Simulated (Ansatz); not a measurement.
```xyz
10

Al    0.5969   -1.1823   -0.6548
O     1.8338   -0.6773   -1.7529
H    -0.9493   -1.1360   -1.0919
H     1.1323   -1.9344    0.6455
H     0.4168    0.6639    0.4081
Si   -0.8831    1.0466    1.1043
H     1.6339   -0.2913   -2.6199
H    -0.5083    2.0230    2.1825
H    -1.7867    1.6818    0.0898
H    -1.4863   -0.1940    1.6894
```

Method: Ansatz 0.2.0, RKS PBE-D4/def2-SVP.

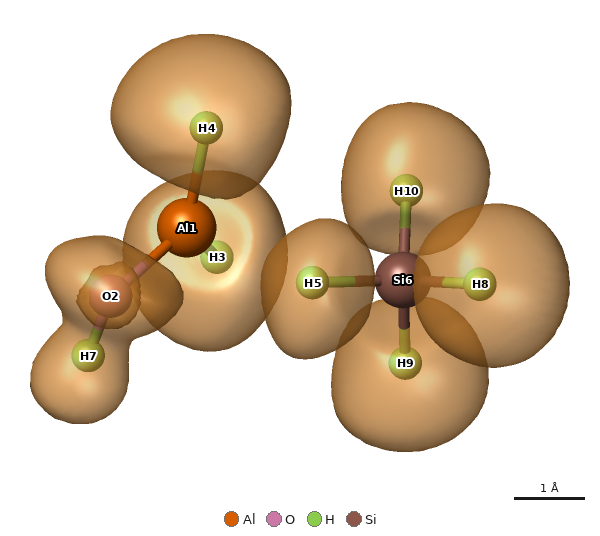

AlH3O···SiH4. Isosurface of the electron localisation function at 0.75 (orange), seen at a tilt. Only the valence region is drawn (cores and ρ < 0.01 e/Å³ removed).

> Describe the localisation domains.

The surface consists of six regions around hydrogen nuclei and one joined region spread over several atoms (H, O), in which their bonds and any lone pairs are merged. Profiles from the grid: Al1···H5 (2.14 Å): the ELF climbs to about 1 towards the hydrogen. Al–O (1.73 Å): the ELF peaks at about 0.85 in the valence shell of O, 0.6 Å from its nucleus, and is about 0.40 at the midpoint.
